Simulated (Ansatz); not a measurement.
**Alloy of ZnGa2O4 and ZnAl2O4 (15 of 16 Ga sites exchanged), 56 atoms**

Wanted: the relaxed alloy cell and its gap (PBEsol and HSE06).

All numbers are computed with Ansatz 0.2.0 (PAW, plane waves).

## Step 1: Starting point

56 atoms (8 Zn, 1 Ga, 32 O, 15 Al); a = 8.106 Å, b = 8.106 Å, c = 8.106 Å, α = 90.00°, β = 90.00°, γ = 90.00°. All atoms were shaken off their sites by about 0.02 Å along each axis.

Plan of the steps: (2) PBEsol cell relaxation at the single k point (¼, ¼, ¼), on 1 × NVIDIA H100 80GB HBM3 with 2 threads of AMD EPYC 7R13; (3) HSE06 single point at the Γ point alone, on 1 × NVIDIA H100 80GB HBM3 with 2 threads of AMD EPYC 7R13.

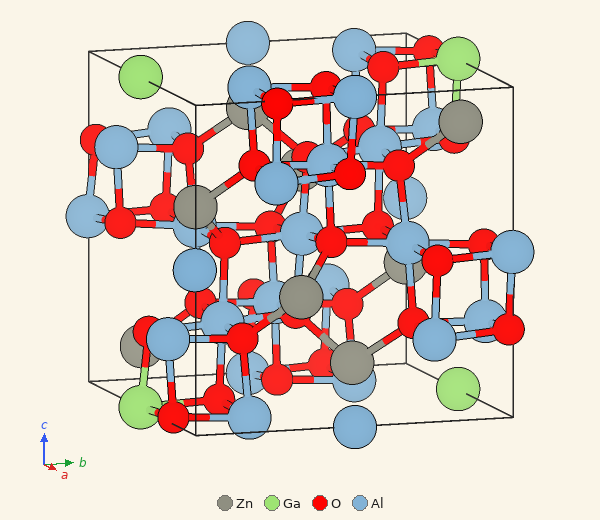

The starting cell, seen slightly off an axis (zinc grey, gallium green, oxygen red, aluminium light blue). Atoms on faces are repeated.

## Step 2: PBEsol relaxation of the cell and the positions

Input file in.yaml:

```yaml
crystal:
  lattice:
    - [8.105760, 0.000000, 0.000000]
    - [0.000000, 8.105760, 0.000000]
    - [0.000000, 0.000000, 8.105760]
  atoms:
    - { symbol: Zn, position: [0.874568, 0.374500, 0.377977] }
    - { symbol: Zn, position: [0.377514, 0.871447, 0.374747] }
    - { symbol: Zn, position: [0.373372, 0.376106, 0.869095] }
    - { symbol: Zn, position: [0.130161, 0.123612, 0.121937] }
    - { symbol: Zn, position: [0.870470, 0.877843, 0.880849] }
    - { symbol: Zn, position: [0.622144, 0.619893, 0.124674] }
    - { symbol: Zn, position: [0.622102, 0.126284, 0.623269] }
    - { symbol: Zn, position: [0.126260, 0.625511, 0.629245] }
    - { symbol: Ga, position: [0.498409, 0.995291, 0.004173] }
    - { symbol: O, position: [0.510197, 0.017030, 0.233184] }
    - { symbol: O, position: [0.736834, 0.235356, 0.237845] }
    - { symbol: O, position: [0.514855, 0.236746, 0.016782] }
    - { symbol: O, position: [0.738297, 0.017750, 0.011759] }
    - { symbol: O, position: [0.011173, 0.515460, 0.237356] }
    - { symbol: O, position: [0.230693, 0.736590, 0.232255] }
    - { symbol: O, position: [0.015785, 0.735719, 0.014091] }
    - { symbol: O, position: [0.238755, 0.512990, 0.017012] }
    - { symbol: O, position: [0.019302, 0.016084, 0.734157] }
    - { symbol: O, position: [0.235568, 0.232854, 0.731158] }
    - { symbol: O, position: [0.016813, 0.236275, 0.513636] }
    - { symbol: O, position: [0.234846, 0.020621, 0.518402] }
    - { symbol: O, position: [0.267388, 0.261713, 0.268063] }
    - { symbol: O, position: [0.485974, 0.487097, 0.261472] }
    - { symbol: O, position: [0.486142, 0.264905, 0.484914] }
    - { symbol: O, position: [0.262446, 0.483747, 0.485373] }
    - { symbol: O, position: [0.515319, 0.514833, 0.735336] }
    - { symbol: O, position: [0.735466, 0.728372, 0.734320] }
    - { symbol: O, position: [0.516525, 0.736135, 0.514045] }
    - { symbol: O, position: [0.734668, 0.516393, 0.514902] }
    - { symbol: O, position: [0.766766, 0.764384, 0.261025] }
    - { symbol: O, position: [0.982937, 0.990838, 0.264593] }
    - { symbol: O, position: [0.986772, 0.765691, 0.485353] }
    - { symbol: O, position: [0.762606, 0.987640, 0.485061] }
    - { symbol: O, position: [0.766513, 0.263899, 0.765222] }
    - { symbol: O, position: [0.987668, 0.489142, 0.763398] }
    - { symbol: O, position: [0.985702, 0.261149, 0.988429] }
    - { symbol: O, position: [0.764411, 0.489370, 0.989736] }
    - { symbol: O, position: [0.262676, 0.763672, 0.762315] }
    - { symbol: O, position: [0.495190, 0.983807, 0.765811] }
    - { symbol: O, position: [0.486914, 0.763507, 0.989978] }
    - { symbol: O, position: [0.258793, 0.984271, 0.988174] }
    - { symbol: Al, position: [0.746545, 0.254248, 0.999020] }
    - { symbol: Al, position: [0.749631, 0.996781, 0.251103] }
    - { symbol: Al, position: [0.999180, 0.501266, 0.998064] }
    - { symbol: Al, position: [0.250662, 0.751483, 0.003679] }
    - { symbol: Al, position: [0.997030, 0.997612, 0.500646] }
    - { symbol: Al, position: [0.498881, 0.502619, 0.501730] }
    - { symbol: Al, position: [0.248673, 0.249851, 0.498493] }
    - { symbol: Al, position: [0.249438, 0.501530, 0.253774] }
    - { symbol: Al, position: [0.504625, 0.250736, 0.247303] }
    - { symbol: Al, position: [0.748702, 0.751650, 0.500936] }
    - { symbol: Al, position: [0.249284, 0.002713, 0.750648] }
    - { symbol: Al, position: [0.745326, 0.501756, 0.750413] }
    - { symbol: Al, position: [0.001780, 0.751101, 0.249874] }
    - { symbol: Al, position: [0.002239, 0.253127, 0.750186] }
    - { symbol: Al, position: [0.496243, 0.748985, 0.750262] }
  symmetry: { detect: false }
kpoints:
  mp_grid: { grid: [1, 1, 1], shift: [0.25, 0.25, 0.25] }
hamiltonian:
  xc: pbesol
scf:
  occupations: { method: fermi_dirac, width: 0.01 }
relax:
  f_tol: 0.03
  max_steps: 80
  escape_saddle: false
  adjacent_minimum: "off"
  cell: { fix: [shape] }
output:
  forces: true
  eigenvalues: true
  populations: true
```

Started as:

```sh
$ ansatz run in.yaml --threads 2 --pin off --max-ram 30400MiB --runs-dir r --events-out ev --progress --plain --backend cuda --devices 0, --max-vram 18GiB
```

What it wrote:

```text
Pseudopotentials: kind: paw
Functional definition: PBEsol
  exchange = pbesol_x
  correlation = pbesol_c
Crystal: 56 atoms, lattice volume = 532.576 Å³
Basis set: ecut = 420 eV, 10395 PW (Γ), exchange–correlation on 120×120×120 points (8 copies of the dense FFT grid, shifted against one another)
Bands: 229, of which v1, the nominal top of the filled ones, is band 173 counted from 1 (172 counted from 0)
Symmetry: 1 space group operations
k-points: 1
Non-local potential: Zn, projectors of the file, l = 0: 2, l = 1: 2, l = 2: 3, l = 3: 1
Non-local potential: Ga, projectors of the file, l = 0: 2, l = 1: 2, l = 2: 3, l = 3: 1
Non-local potential: O, projectors of the file, l = 0: 2, l = 1: 2, l = 2: 1
Non-local potential: Al, projectors of the file, l = 0: 2, l = 1: 2, l = 2: 1
PAW form: soft (Blöchl's): semilocal exchange-correlation on the pseudo side does not see the compensation charge
PAW frozen core: Zn, regenerated for the run's functional, and the local potential with it (the file was generated under x = pbe(κ = 0.804, μ = 0.2195149727645171), c = pbe(β = 0.06672455060314922))
PAW frozen core: Ga, regenerated for the run's functional, and the local potential with it (the file was generated under x = pbe(κ = 0.804, μ = 0.2195149727645171), c = pbe(β = 0.06672455060314922))
PAW frozen core: O, regenerated for the run's functional, and the local potential with it (the file was generated under x = pbe(κ = 0.804, μ = 0.2195149727645171), c = pbe(β = 0.06672455060314922))
PAW frozen core: Al, regenerated for the run's functional, and the local potential with it (the file was generated under x = pbe(κ = 0.804, μ = 0.2195149727645171), c = pbe(β = 0.06672455060314922))
PAW one-centre angular grid: Zn, 590 points (default); XC on 64 Gauss nodes
PAW one-centre angular grid: Ga, 590 points (default); XC on 64 Gauss nodes
PAW one-centre angular grid: O, 110 points (default); XC on 64 Gauss nodes
PAW one-centre angular grid: Al, 110 points (default); XC on 64 Gauss nodes
Initial density: superposition of atomic densities (neutral atoms: chi_scale 0, normalization atom), corrected by the library's trained network
Initial wavefunctions: pseudopotential atomic-orbital guess
Functional: x = pbesol(κ = 0.804, μ = 0.12345679012345678), c = pbesol(β = 0.046)
SCF iter   1: F=—  HF=-55871.022149 eV  |F-HF|=—  |Δ(HF+E_count)|=         —  Δρ=1.60e-2  dr2=1.05e0  ethr=1.77e-3  ⟨swp⟩=6.0  Hψ=967  notcnv=0  defer=35
preconditioner: auto → Resta (q_TF=auto, 2.539 Å⁻¹)  ε∞=4.6  [insulator: Δε(μ)=4.754 eV  Ē_g=15.735 eV  σ=0.010 eV  W_gap=1.00  n_scr=146 (ndim 8)  ℏωp=29.9 eV  f_vac=0.000  D(μ)=0.00/eV (n_scr^D=0)  ε∞_Penn≈4.6]
SCF iter   2: F=—  HF=-55870.714307 eV  |F-HF|=—  |Δ(HF+E_count)|=   3.08e-1  Δρ=2.06e-3  dr2=1.41e-2  ethr=3.03e-4  ⟨swp⟩=2.0  Hψ=400  notcnv=0  defer=48
SCF iter   3: F=—  HF=-55870.714639 eV  |F-HF|=—  |Δ(HF+E_count)|=   3.32e-4  Δρ=1.21e-3  dr2=5.01e-3  ethr=4.09e-6  ⟨swp⟩=2.0  Hψ=330  notcnv=0  defer=48
SCF iter   4: F=—  HF=-55870.715641 eV  |F-HF|=—  |Δ(HF+E_count)|=   1.00e-3  Δρ=5.87e-4  dr2=1.05e-3  ethr=1.45e-6  ⟨swp⟩=2.0  Hψ=330  notcnv=0  defer=48
SCF iter   5: F=—  HF=-55870.713900 eV  |F-HF|=—  |Δ(HF+E_count)|=   1.74e-3  Δρ=1.15e-4  dr2=5.45e-5  ethr=3.02e-7  ⟨swp⟩=2.0  Hψ=322  notcnv=0  defer=48
SCF iter   6: F=—  HF=-55870.717202 eV  |F-HF|=—  |Δ(HF+E_count)|=   3.30e-3  Δρ=6.85e-5  dr2=1.71e-5  ethr=1.58e-8  ⟨swp⟩=2.0  Hψ=354  notcnv=0  defer=48
SCF iter   7: F=—  HF=-55870.717197 eV  |F-HF|=—  |Δ(HF+E_count)|=   4.83e-6  Δρ=1.45e-5  dr2=9.44e-7  ethr=4.94e-9  ⟨swp⟩=2.0  Hψ=346  notcnv=0  defer=48
SCF iter   8: F=—  HF=-55870.717197 eV  |F-HF|=—  |Δ(HF+E_count)|=   1.44e-7  Δρ=5.78e-6  dr2=1.54e-7  ethr=2.89e-11  ⟨swp⟩=14.0  Hψ=1323  notcnv=0
SCF iter   9: F=-55870.717197 eV  HF=-55870.717197 eV  |F-HF|=7.81e-8  |Δ(HF+E_count)|=   4.55e-8  Δρ=4.52e-6  dr2=7.51e-8  ethr=2.89e-11  ⟨swp⟩=4.0  Hψ=720  notcnv=0
SCF 1 converged in 9 iterations: F = -55870.717197 eV  dr2 = 7.51e-8
relax step   1: F+E_penalty+E_count = -55870.71719727 eV  Δ(F+E_penalty+E_count) = +0.000e0 eV  max|allowed force component| = 1.864e0 eV/Å  Δτ_max = 0.0000 Å  P = +1.042 GPa  Ω = 532.576 Å³  fix = [alpha, beta, gamma, b/a, c/a]  reactions: b/a +0.196, c/a +0.073 GPa; alpha -0.197, beta +0.186, gamma +0.082 GPa/rad  (9 SCF iters, dr2 threshold 1.00e-7 eV, accepted)
[... 12 lines left out ...]
relax step   2: F+E_penalty+E_count = -55871.34083719 eV  Δ(F+E_penalty+E_count) = -6.236e-1 eV  max|allowed force component| = 9.690e-1 eV/Å  Δτ_max = 0.0575 Å  P = +0.423 GPa  Ω = 532.719 Å³  energy of the carried Pulay correction = -7.810e-4 eV  fix = [alpha, beta, gamma, b/a, c/a]  reactions: b/a +0.151, c/a +0.002 GPa; alpha -0.124, beta +0.082, gamma +0.054 GPa/rad  (6 SCF iters, dr2 thresho [...]
[... 11 lines left out ...]
relax step   3: F+E_penalty+E_count = -55871.64667277 eV  Δ(F+E_penalty+E_count) = -3.058e-1 eV  max|allowed force component| = 2.888e-2 eV/Å  Δτ_max = 0.0629 Å  P = +0.003 GPa  Ω = 532.733 Å³  energy of the carried Pulay correction = -8.536e-4 eV  fix = [alpha, beta, gamma, b/a, c/a]  reactions: b/a -0.005, c/a +0.003 GPa; alpha -0.067, beta -0.069, gamma -0.075 GPa/rad  (7 SCF iters, dr2 thresho [...]
[... 11 lines left out ...]
relax step   4: F+E_penalty+E_count = -55871.64667348 eV  Δ(F+E_penalty+E_count) = -7.108e-7 eV  max|allowed force component| = 2.880e-2 eV/Å  Δτ_max = 0.0000 Å  P = +0.009 GPa  Ω = 532.733 Å³  fix = [alpha, beta, gamma, b/a, c/a]  reactions: b/a -0.005, c/a +0.004 GPa; alpha -0.068, beta -0.070, gamma -0.076 GPa/rad  stress off target by 9.33e-3 GPa on what of the cell is left free  SCF on the ba [...]
SCF converged after 7 iterations
Free energy (F): -55871.646673 eV
Harris-Foulkes:  -55871.646673 eV  (|F-HF|=3.20e-10)
Internal energy: -55871.646673 eV  (E = F + TS)
E sigma→0 (E₀):  -55871.646673 eV
Fermi energy:    9.805256 eV
--- Per-component energies (eV) ---
  E_band       = 497.668366
  E_kinetic    = 7244.006816
  E_local      = -26735.124529  (includes V_loc(G=0)·N_el)
  E_nonlocal   = 7085.828591
  E_hartree    = 10862.172442
  E_xc         = -4109.831385
  E_vxc        = -3954.455092  (∫ρ·V_xc dr)
  E_paw        = -28031.265479  (= ΣΔE_a)
  E_vpaw       = -4867.010514  (= ΣTr[D̂ρ^β])
  E_aug_tail   = 0.077569  (compensation charges beyond the density's cutoff)
  E_ewald      = -22196.168815
  E_core_change = 8.658116  (= ΣΔE_core)
  E_smearing   = -0.000000  (= −TS)
  E_closure    = 0.000000  (closes the sum)
  Σ components = -55871.646673   (vs F -55871.646673, Δ=0.00e0)
--- Forces (eV/Å), atoms counted from 1 ---
  atom   1  Zn     0.02239724     0.02880109     0.02335225
  atom   2  Zn     0.00298353     0.00433996    -0.00000219
  atom   3  Zn     0.00621107     0.00200955     0.00503836
  atom   4  Zn    -0.00131180    -0.00381324    -0.00079722
  atom   5  Zn    -0.00000005     0.00167678     0.00949470
  atom   6  Zn    -0.00383684     0.00308833    -0.00708966
  atom   7  Zn     0.00076250    -0.00538135    -0.00547535
  atom   8  Zn    -0.02372048    -0.02374750    -0.02608092
  atom   9  Ga    -0.00105079     0.01312481    -0.01290696
  atom  10  O     -0.00661754    -0.01070633     0.01244731
  atom  11  O     -0.00332425    -0.00500452    -0.01667811
  atom  12  O     -0.01231645     0.00478351    -0.00986211
  atom  13  O      0.00933580    -0.01570827    -0.01115336
  atom  14  O     -0.00726599    -0.00797220     0.00849781
  atom  15  O     -0.00739078    -0.00534892    -0.01019896
  atom  16  O     -0.00818172    -0.01125293    -0.00261723
  atom  17  O     -0.00874472    -0.01037622    -0.00480208
  atom  18  O     -0.00882345    -0.00414385    -0.00581947
  atom  19  O     -0.00761926    -0.01657617    -0.00181530
  atom  20  O     -0.00414195     0.00691528    -0.00811570
  atom  21  O     -0.01161791    -0.00709843    -0.01056456
  atom  22  O      0.01287497     0.00058366    -0.00100910
  atom  23  O      0.01573050     0.00969249     0.00594630
  atom  24  O      0.00831336     0.00216862     0.01512573
  atom  25  O     -0.00596785     0.00527288    -0.00000934
  atom  26  O     -0.01448977    -0.01341248    -0.00428416
  atom  27  O     -0.01782433     0.00116614    -0.00178619
  atom  28  O     -0.01508030    -0.01369209    -0.01045577
  atom  29  O      0.00698955    -0.00397849     0.00012873
  atom  30  O      0.00068204     0.01567929     0.00432251
  atom  31  O      0.01344176     0.00538614    -0.00013520
  atom  32  O     -0.00075637    -0.00710372     0.00265356
  atom  33  O      0.00782855     0.00373933     0.01551149
  atom  34  O      0.00400868     0.00876910     0.01006106
  atom  35  O      0.00602906     0.00455592    -0.00714283
  atom  36  O      0.01648872     0.00737166     0.00248666
  atom  37  O      0.00404601     0.00950768     0.00445586
  atom  38  O      0.00245034     0.00819659     0.00691563
  atom  39  O      0.00423169     0.00633055    -0.00589234
  atom  40  O      0.00623499    -0.01219939     0.01250365
  atom  41  O     -0.00944599     0.01150015     0.01930786
  atom  42  Al     0.00353875     0.00402298     0.00955743
  atom  43  Al    -0.00984161    -0.00107976    -0.00048090
  atom  44  Al    -0.00337092     0.00419430     0.00351398
  atom  45  Al     0.00042329     0.00718122    -0.00787677
  atom  46  Al     0.00294512    -0.00053568    -0.00329172
  atom  47  Al     0.00340633     0.00815712     0.00189462
  atom  48  Al     0.00468190     0.01122668     0.00793367
  atom  49  Al    -0.00120246     0.00734117     0.00444517
  atom  50  Al     0.00319972    -0.00485609     0.00417441
  atom  51  Al     0.00430754    -0.00117039     0.00413845
  atom  52  Al     0.00026686    -0.01071803    -0.01107388
  atom  53  Al     0.00875054    -0.00498900    -0.00120492
  atom  54  Al     0.00139863     0.00025413    -0.00133113
  atom  55  Al     0.00127074    -0.00338756    -0.00279984
  atom  56  Al     0.00870512    -0.00275127    -0.00112368
  max |Σ_I F_I| component: 3.33e-5 eV/Å
--- Stress (GPa, compression-positive) ---
        0.010802       0.076009       0.070429
        0.076009       0.004336       0.068024
        0.070429       0.068024       0.012856
  P = ⅓ Tr σ = 0.0093 GPa (0.093 kbar)
--- Band table (eV) ---
  k-point 0: bands = [... 161 lower levels ..., "6.8844", "6.8847", "6.9065", "6.9070", "6.9273", "7.0178", "7.0180", "7.0872", "7.1582", "7.1586", "7.3476", "7.3477", "12.2560", "13.6167", "13.7492", "13.7497", "14.2419", "14.4125", "14.4133", "14.4452", "15.0579", "15.5768", "15.5867", "15.5880", ... 44 higher levels ...]
--- Relaxed structure (3 steps of the walk, 3 accepted, 1 SCFs on fresh bases) ---
  F+E_penalty+E_count = -55871.64667348 eV   max|allowed force component| = 2.880e-2 eV/Å   (the final SCF, on the basis selected at the relaxed cell)
  cell:  # Å, volume = 532.7325 Å³
    - [8.106556433836994, -1.0813972199681909e-143, 2.299084425992987e-144]
    - [-1.0813972199681909e-143, 8.106556433836994, 4.358729257747605e-143]
    - [2.299084425992987e-144, 4.358729257747605e-143, 8.106556433836994]
  atoms:
    - { symbol: Zn, position: [0.8755020979646762, 0.3757845301152285, 0.37580323321704356] }
    - { symbol: Zn, position: [0.3739164238523913, 0.8743126126100301, 0.37597230126366316] }
[... 54 atoms left out; the next input holds them all, rounded ...]
--- Löwdin populations: 56 sites ---
  site symbol       q [e]
     0     Zn     10.4900
     1     Zn     10.4900
     2     Zn     10.4899
     3     Zn     10.4900
     4     Zn     10.4900
     5     Zn     10.4899
     6     Zn     10.4900
     7     Zn     10.4900
     8     Ga     12.0892
     9      O      6.8433
    10      O      6.8832
    11      O      6.8438
    12      O      6.8435
    13      O      6.8820
    14      O      6.8815
    15      O      6.8823
    16      O      6.8823
    17      O      6.8823
    18      O      6.8816
    19      O      6.8821
    20      O      6.8823
    21      O      6.8815
    22      O      6.8823
    23      O      6.8823
    24      O      6.8822
    25      O      6.8823
    26      O      6.8815
    27      O      6.8823
    28      O      6.8822
    29      O      6.8815
    30      O      6.8823
    31      O      6.8821
    32      O      6.8823
    33      O      6.8815
    34      O      6.8821
    35      O      6.8823
    36      O      6.8823
    37      O      6.8831
    38      O      6.8437
    39      O      6.8434
    40      O      6.8436
    41     Al      1.8137
    42     Al      1.8137
    43     Al      1.8204
    44     Al      1.8137
    45     Al      1.8204
    46     Al      1.8205
    47     Al      1.8158
    48     Al      1.8158
    49     Al      1.8137
    50     Al      1.8159
    51     Al      1.8137
    52     Al      1.8158
    53     Al      1.8158
    54     Al      1.8158
    55     Al      1.8137
  spilling = 0.007964 (of n_electrons = 346.000000)
```

Run time: 16 s. Hardware: 1 × NVIDIA H100 80GB HBM3 with 2 threads of AMD EPYC 7R13, shared host; peak host memory 1.3 GiB.

Recorded steps of the relaxation (solves on a freshly chosen basis count as rows, and their energies jump a little):

```csv
accepted step,energy change (eV),largest force component (eV/Å),SCF cycles,pressure (GPa)
1,0.000,1.864,9,1.04
2,-0.624,0.969,6,0.42
3,-0.929,0.029,7,0.00
4,-0.929,0.029,7,0.01
```

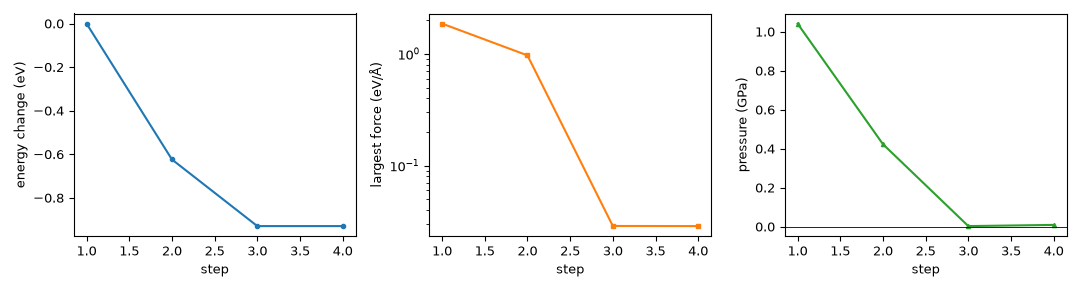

Energy, largest force component and pressure along the relaxation.

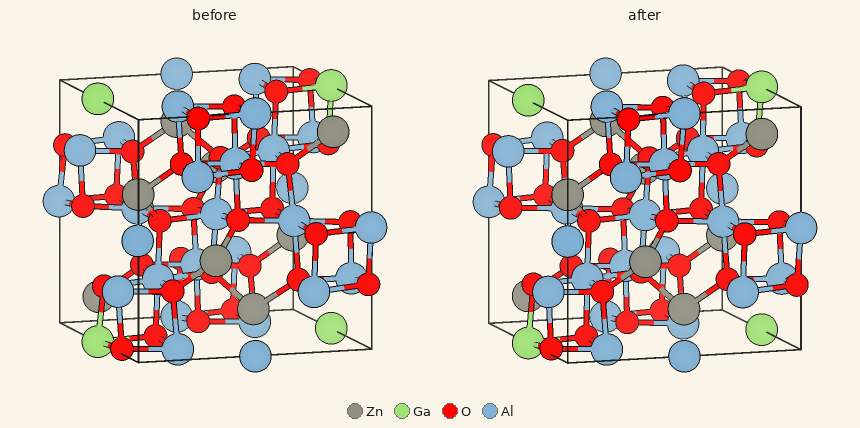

The cell before and after the relaxation.

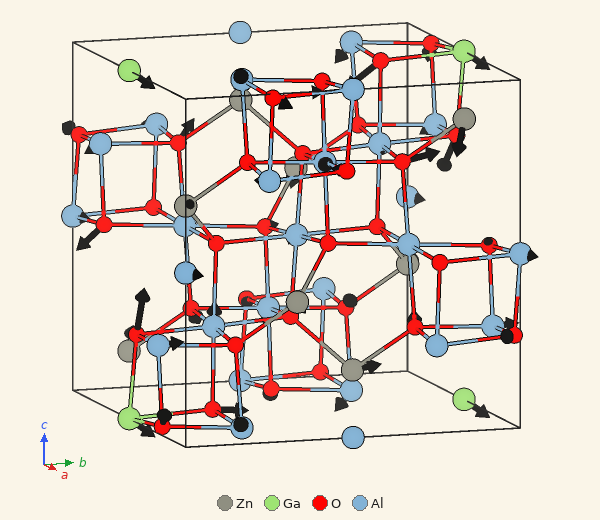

The relaxed cell; black arrows show the larger shifts of the atoms, drawn 14 times longer.

|  | before | after | change |
| --- | --- | --- | --- |
| a (Å) | 8.106 | 8.107 | +0.01 % |
| b (Å) | 8.106 | 8.107 | +0.01 % |
| c (Å) | 8.106 | 8.107 | +0.01 % |
| volume (Å³/atom) | 9.510 | 9.513 | +0.03 % |

Bonds in the relaxed cell, counted within a distance cut:

```
pair  count  mean (Å)  spread (Å)  least   most
Al–O     90     1.918       0.004  1.912  1.924
Ga–O      6     1.983       0.001  1.981  1.984
O–Zn     32     1.948       0.002  1.942  1.951
```

Spacing of the frontier levels at the single k point (¼, ¼, ¼): 4.91 eV (7.348 to 12.256 eV).

[end of part 1 of 2]
